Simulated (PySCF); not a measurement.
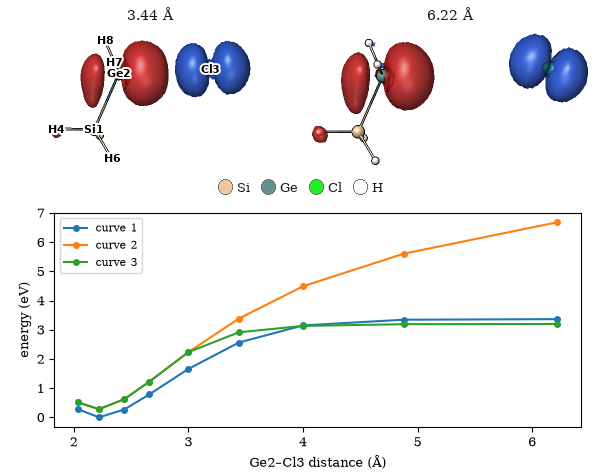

Figure. ClGeH₅Si, SMILES `[SiH3][GeH2][Cl]`. Rigid stretch of the Ge2–Cl3 bond. Broken-symmetry UHF spin density at ±0.03 e/Å³ (blue: α, red: β). Below: energies along the scan, from the lowest point of the three curves.

PySCF calculation, cc-pVDZ basis, gas phase; geometry: GFN2-xTB. No frequency check shows the geometry to be a minimum. GFN2-xTB bond lengths at metals and heavier atoms can be off by up to 0.1 Å and shapes distorted, which carries into these values.

Input

```python
import numpy as np
from pyscf import gto, scf, mcscf

mol = gto.M(atom='''
Si     1.95866     0.52389    -0.00001
Ge    -0.11637    -0.59305    -0.00003
Cl    -1.77078     0.73082    -0.00003
H      3.02933    -0.46864     0.07297
H      2.10969     1.30405    -1.22790
H      2.05092     1.41651     1.15470
H     -0.39156    -1.51525     1.18522
H     -0.39262    -1.51746    -1.18322
''', basis='cc-pvdz', charge=0, spin=0, verbose=4)
# stretch the bond between atoms 2 and 3, from long to short, fragments rigid
a, b, move = 1, 2, [2]
xyz = mol.atom_coords(unit='Angstrom')
u = xyz[b] - xyz[a]
r0 = np.linalg.norm(u)
rows, last, dm_u = [], None, None
for r in [6.22, 4.88, 4.0, 3.44, 3.0, 2.66, 2.44, 2.22, 2.04]:
    new = xyz.copy()
    new[move] += u / r0 * (r - r0)
    m = mol.set_geom_(new, unit='Angstrom', inplace=False)
    rhf = scf.RHF(m).density_fit(auxbasis='def2-universal-jkfit').run()
    uhf = scf.UHF(m).density_fit(auxbasis='def2-universal-jkfit').newton()
    if dm_u is None:
        c = rhf.mo_coeff
        h = m.nelectron // 2 - 1
        ca, cb = c.copy(), c.copy()
        ca[:, h], cb[:, h] = (c[:, h] + c[:, h + 1]) / 2**.5, (c[:, h] - c[:, h + 1]) / 2**.5
        dm_u = np.array([x[:, :h + 1] @ x[:, :h + 1].T for x in (ca, cb)])
    uhf.kernel(dm0=dm_u)
    for _ in range(3):
        c, _, stable, _ = uhf.stability(return_status=True)
        if stable:
            break
        uhf.kernel(c, uhf.mo_occ)
    dm_u = uhf.make_rdm1()
    mc = mcscf.CASSCF(rhf, 2, 2)
    mc.natorb = True
    mc.fix_spin_(ss=0)
    guess = mcscf.addons.make_natural_orbitals(uhf)[1] if last is None else mcscf.project_init_guess(mc, last.mo_coeff, last.mol)
    mc.kernel(guess)
    last = mc
    act = slice(mc.ncore, mc.ncore + mc.ncas)
    print('r %.3f  RHF %.6f  UHF %.6f  <S^2> %.3f  CASSCF %.6f  occupations' % (r, rhf.e_tot, uhf.e_tot, uhf.spin_square()[0], mc.e_tot), mc.mo_occ[act].round(4))
    rows.append((new, rhf.e_tot, uhf.e_tot, uhf.spin_square()[0], mc.e_tot, mc.mo_occ[act], mc.mo_coeff[:, act], dm_u[0] - dm_u[1], rhf.converged and uhf.converged and mc.converged))
    np.savez('result.npz', **{k: [row[i] for row in rows] for i, k in enumerate('xyz rhf uhf s2 cas occ c spin ok'.split())})
```

Command:

```sh
OMP_NUM_THREADS=1 python input.py
```

The run took 2.8 min on 1 thread of Intel(R) Xeon(R) 6975P-C (Granite Rapids) (shared host), peak memory 0.25 GiB.

**How does the broken-symmetry solution share the spin, and how far is it from a pure singlet?**

At 6.22 Å excess α spin lies mostly on Cl3 and excess β on Ge2; the two could be swapped at no cost. ⟨S²⟩ is 0.78 at 3.44 Å and 1.01 at 6.22 Å, against 0 for a pure singlet and 1 for an equal mix of singlet and triplet.

**Which curve is which method?**

Curve 1 is CASSCF(2,2). Curve 2 is RHF. Curve 3 is UHF. RHF rises too steeply because it keeps both electrons in one orbital and so mixes in ionic fragments.

**Where does the UHF solution part from RHF?**

Between 2.66 Å (⟨S²⟩ = 0, the two coincide) and 3.00 Å (⟨S²⟩ = 0.07); at 6.22 Å ⟨S²⟩ is 1.01 and UHF lies 3.5 eV below RHF.

**How much energy does the stretch cost?**

By CASSCF, 3.4 eV from the lowest point of the scan (2.22 Å) to 6.22 Å; RHF gives 6.4 eV from its own lowest point. The fragments aren't relaxed and dynamic correlation is missing, so this isn't a bond dissociation energy.
